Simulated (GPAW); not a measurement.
## Run report: InF4 (charge −1), property calculation

InF4, charge −1, computed with RPBE/real-space grid, scalar-relativistic datasets (GPAW 26.7.0).

The geometry comes from this level: GFN2-xTB.

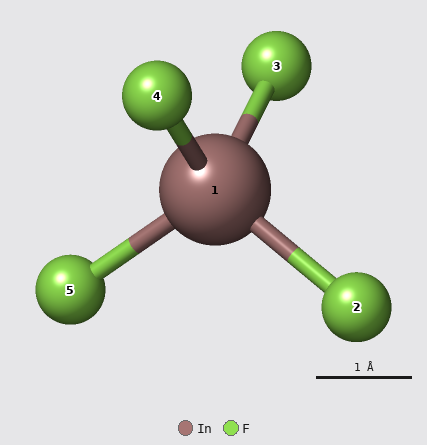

The input geometry (ball-and-stick view, seen at a tilt; atoms are numbered from 1 in the order of the input). Sticks mark near contacts. Bond lengths as drawn: F–In 2.00 Å.

### Results in brief

- outcome: converged
- energy relative to the program's reference atoms: −24.4889 eV
- largest force: 0.715 eV/Å
- HOMO: −3.59 eV
- LUMO: 1.80 eV
- hardware: 1 thread of Arm Neoverse V2, 24 GiB of memory available, shared host
- wall time: 31 s
- peak memory: 1.1 GiB

### Input (sp.py)
```python
import numpy as np
from ase import Atoms
from ase.units import Bohr
from gpaw import GPAW

positions_bohr = np.array(
              [[  0.000246,   0.000057,  -0.000435],
               [  0.022129,  -0.034979,   3.774879],
               [  3.552099,   0.019937,  -1.275301],
               [ -1.795032,   3.087869,  -1.222218],
               [ -1.779442,  -3.072903,  -1.276926]])
atoms = Atoms(["In", "F", "F", "F", "F"], positions=positions_bohr * Bohr)
atoms.center(vacuum=5.5)

dft = GPAW(mode="fd", charge=-1, h=0.2, maxiter=100, xc="RPBE", txt="-")
atoms.calc = dft

energy = atoms.get_potential_energy()
print(f"Energy: {energy:.5f} eV")
forces = atoms.get_forces()
print("Forces (eV/Ang)")
for symbol, f in zip(atoms.symbols, forces):
    print(f'{symbol:2} {f[0]:9.4f} {f[1]:9.4f} {f[2]:9.4f}')
homo, lumo = dft.get_homo_lumo()
print(f"HOMO = {homo:.3f} eV")
print(f"LUMO = {lumo:.3f} eV")
print(f"Gap                     {lumo - homo:.3f} eV")
```

Launch command:
```bash
OMP_NUM_THREADS=1 python sp.py
```

### Output
```
__  _  _
 | _ |_)|_||  |
 |__||  | ||/\| - 26.7.0

units:  Angstrom and eV
cores:  1
OpenMP: False

Versions:
  Python: 3.12.14
  ASE:    3.29.0
  Numpy:  2.5.5
  Scipy:  1.18.1
  Libxc:  7.0.0

        _gpaw.cpython-312-aarch64-linux-gnu.so

Input parameters:
  mode=FD(),
  charge=-1,
  h=0.2,
  maxiter=100,
  xc=XC(name='RPBE')

Diagonalizing LCAO Hamiltonian
Converting LCAO to fd mode
          .---------------------------------.
         /|                                 |
        / |                                 |
       /  |                                 |
      /   |                                 |
     /    |                                 |
    /     |                                 |
   /      |                                 |
  /       |                                 |
 *        |                                 |
 |        |                                 |
 |        |          F                      |
 |        |                                 |
 |        |                                 |
 |        |         FIn                     |
 |        |               F                 |
 |        |       F                         |
 |        .---------------------------------.
 |       /                                 /
 |      /                                 /
 |     /                                 /
 |    /                                 /
 |   /                                 /
 |  /                                 /
 | /                                 /
 |/                                 /
 *---------------------------------*

Atoms  # Å, Bohr magnetons
|   | symbol |        x |        y |        z |    initial magnetic moments |
|---|--------|----------|----------|----------|-----------------------------|
| 0 |     In | 6.450020 | 7.126140 | 6.175490 | ( 0.0000,  0.0000,  0.0000) |
| 1 |      F | 6.461600 | 7.107600 | 8.173300 | ( 0.0000,  0.0000,  0.0000) |
| 2 |      F | 8.329580 | 7.136660 | 5.500860 | ( 0.0000,  0.0000,  0.0000) |
| 3 |      F | 5.500000 | 8.760140 | 5.528950 | ( 0.0000,  0.0000,  0.0000) |
| 4 |      F | 5.508250 | 5.500000 | 5.500000 | ( 0.0000,  0.0000,  0.0000) |

Unit cell  # Å
| periodic |         x |         y |         z |   lengths |    angles |
|----------|-----------|-----------|-----------|-----------|-----------|
|       no | 13.829580 |  0.000000 |  0.000000 | 13.829580 | 90.000000 |
|       no |  0.000000 | 14.260140 |  0.000000 | 14.260140 | 90.000000 |
|       no |  0.000000 |  0.000000 | 13.673300 | 13.673300 | 90.000000 |

Number of symmetries: 1
Symmetry operations  # r_c * U_cc + t_c -> r_c
|   | kind |            matrix            |
|---|------|------------------------------|
| 0 |  E   |  1, 0, 0,  0, 1, 0,  0, 0, 1 |

BZ-sampling:
  Number of BZ points: 1
  Number of IBZ points: 1

  Monkhorst-Pack size: [1, 1, 1]
  Monkhorst-Pack shift: [0, 0, 0]

K-points  # in reciprocal-cell coordinates
|   |                                coordinates |     weight |
|---|--------------------------------------------|------------|
| 0 | (  0.00000000,   0.00000000,   0.00000000) | 1.00000000 |

Uniform wave function grid shape: (np.int64(67), np.int64(71), np.int64(67))
Spin-components: 1 (collinear spins)
Bands:           25
Projectors:      26
Spin-degeneracy: 2
Datatype:        float64

  Storage: CPU
  Wave functions: 63_743_800 bytes (63_743_800 per core)

Parallelization:
  kpt:    1
  domain: 1
  band:   1

Density:
  Valence electrons: 41.0
  Components: 1
  Grid points: [68 72 68]
  Charge: -1.0  # |e|

Potential:
  Grid points: [68 72 68]

species:
  In:
    name:    Indium
    Z:       49.0
    valence: 13
    core:    36
    charge:  0.0  # [|e|]
    file:    In.RPBE.gz
    compensation charges:
      type: gauss
      rc: 0.36  # [Å]
      lmax: 2
    cutoffs:
      filter: 2.09  # [Å]
      core: 2.48  # [Å]
    projectors
    | kind |    occ | energy [eV] | rcut [Å] |
    |------|--------|-------------|----------|
    |   5s |  2.000 |      -8.122 |    1.185 |
    |   5p |  1.000 |      -2.465 |    1.244 |
    |   4d | 10.000 |     -18.638 |    1.148 |
    |    s |        |      19.089 |    1.185 |
    |    p |        |      24.746 |    1.244 |
    |    d |        |       8.573 |    1.148 |

    Using partial waves for In as LCAO basis

  F:
    name:    Fluorine
    Z:       9.0
    valence: 7
    core:    2
    charge:  0.0  # [|e|]
    file:    F.RPBE.gz
    compensation charges:
      type: gauss
      rc: 0.20  # [Å]
      lmax: 2
    cutoffs:
      filter: 1.14  # [Å]
      core: 0.74  # [Å]
    projectors
    | kind |    occ | energy [eV] | rcut [Å] |
    |------|--------|-------------|----------|
    |   2s |  2.000 |     -29.979 |    0.635 |
    |   2p |  5.000 |     -11.057 |    0.635 |
    |    s |        |      -2.768 |    0.635 |
    |    p |        |      16.154 |    0.635 |
    |    d |        |       0.000 |    0.635 |

    Using partial waves for F as LCAO basis

Reference energy: -170849.793336  # eV

eigensolver:
  PPCG
  Converge bands: occupied
  niter=2

density mixing:
  MSR1-Mixer
  Pratt-step length: 0.05
  Maximum mixing coefficient: 0.75
  Old densities: 10
  SVD Regularization: 0.005
  Good broyden scale: 1.0
  Trust region scale: 1.0
  Backstep threshold: 4.0
  History deletion threshold: 6.0
  Fourier metric: weight=20.0, sigma=0.015

occupation numbers:
  # Zero width

FastPoissonSolver using
    Stencil: 6*3+1=19 point O(h^6) finite-difference Laplacian
    FFT axes: []
    FST axes: [np.int64(0), np.int64(2), np.int64(1)]

xc functional:
  name: RPBE with 2 nearest neighbor stencil
interpolation: tri-quintic # 5. degree polynomial

Initialization done in: 2.264 s

convergence criteria:
- Maximum [total energy] change in last 3 cyles: 0.0005 eV / valence electron
- Maximum integral of absolute [dens]ity change: 0.0001 electrons / valence electron
- Maximum integral of absolute [eigenst]ate change: 4e-08 eV^2 / valence electron
maximum number of iterations: 100

SCF iterations
|iter     |     time |      energy | eigst |  dens |
|---------|----------|-------------|-------|-------|
|iter:   1| 00:00:04 |  -25.573155 | +0.64 |       |
|iter:   2| 00:00:06 |  -25.404415 | -0.71 | -1.15 |
|iter:   3| 00:00:08 |  -24.466257 | -0.43 | -1.18 |
|iter:   4| 00:00:10 |  -24.485747 | -0.93 | -1.76 |
|iter:   5| 00:00:12 |  -24.487125 | -1.88 | -2.11 |
|iter:   6| 00:00:14 |  -24.488919c| -2.65 | -2.40 |
|iter:   7| 00:00:17 |  -24.488907c| -3.32 | -3.10 |
|iter:   8| 00:00:19 |  -24.488922c| -4.30 | -3.51 |
|iter:   9| 00:00:21 |  -24.488924c| -4.86 | -3.85 |
|iter:  10| 00:00:23 |  -24.488924c| -5.61 | -4.48c|
|iter:  11| 00:00:25 |  -24.488924c| -6.17 | -4.94c|
|iter:  12| 00:00:27 |  -24.488924c| -6.82 | -5.26c|
|iter:  13| 00:00:29 |  -24.488924c| -7.28 | -5.71c|
|iter:  14| 00:00:30 |  -24.488924c| -7.59c| -6.14c|

Converged in 14 steps
SCF loop duration: 27.655 s (1.975 s/step)
Energy contributions relative to reference atoms: (reference = -170849.793336)

Energy contributions:
  Kinetic:          57.677737
  Coulomb:         -53.222682
  Zero:              1.543268
  External:          0.000000
  Xc:              -30.487248
  Entropy:           0.000000
  Spinorbit:         0.000000
  ----------------------------
  Free energy:     -24.488924
  Extrapolated:    -24.488924

dipole moment: (-6.443573, -7.126282, -6.167854)  # |e|*Ang

Fermi level: -0.895
Eigenvalues  # (at kpt = [0.000, 0.000, 0.000])
| band index |      eig [eV] | occ [0-2] |
|------------|---------------|-----------|
|          0 |       -22.838 |     2.000 |
|        ... |               |           |
|         13 |        -3.699 |     2.000 |
|         14 |        -3.698 |     2.000 |
|         15 |        -3.619 |     2.000 |
|         16 |        -3.615 |     2.000 |
|         17 |        -3.606 |     2.000 |
|         18 |        -3.605 |     2.000 |
|         19 |        -3.592 |     2.000 |
|         20 |        -3.587 |     2.000 |
|         21 |         1.797 |     0.000 |
|         22 |         3.295 |     0.000 |
|         23 |         3.310 |     0.000 |
|         24 |         3.335 |     0.000 |

Gap: 5.384 eV
Transition (v -> c):
  (s=0, k=0, n=20, [0.00, 0.00, 0.00]) -> (s=0, k=0, n=21, [0.00, 0.00, 0.00])
No difference between direct/indirect transitions
vacuum-level: 0.000  # V
Energy: -24.48892 eV

Forces  # eV/Ang
|        x |        y |        z |
|----------|----------|----------|
|  0.02885 |  0.01153 |  0.05729 |  # In   0
| -0.36078 | -0.26047 |  0.23331 |  # F    1
|  0.35452 |  0.10537 |  0.02675 |  # F    2
| -0.26845 |  0.62042 | -0.14897 |  # F    3
| -0.05576 | -0.70963 |  0.06724 |  # F    4

Force computation time: 0.088  # s
Forces (eV/Ang)
In    0.0289    0.0115    0.0573
F    -0.3608   -0.2605    0.2333
F     0.3545    0.1054    0.0267
F    -0.2685    0.6204   -0.1490
F    -0.0558   -0.7096    0.0672
HOMO = -3.587 eV
LUMO = 1.797 eV
Gap                     5.384 eV
```

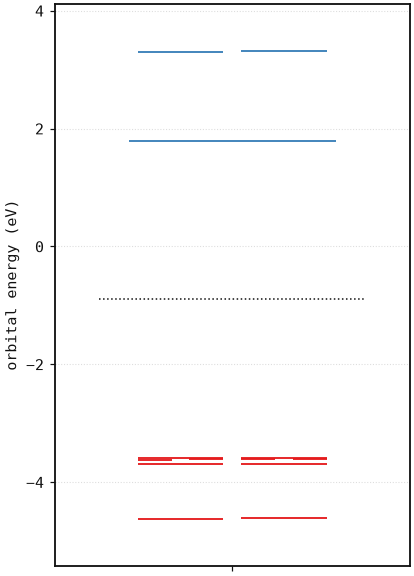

Orbital energies near the frontier; the dotted line parts filled from empty levels, and levels within 0.02 eV of each other stand side by side. Highest filled −3.59 eV, lowest empty 1.80 eV, 5.39 eV apart.
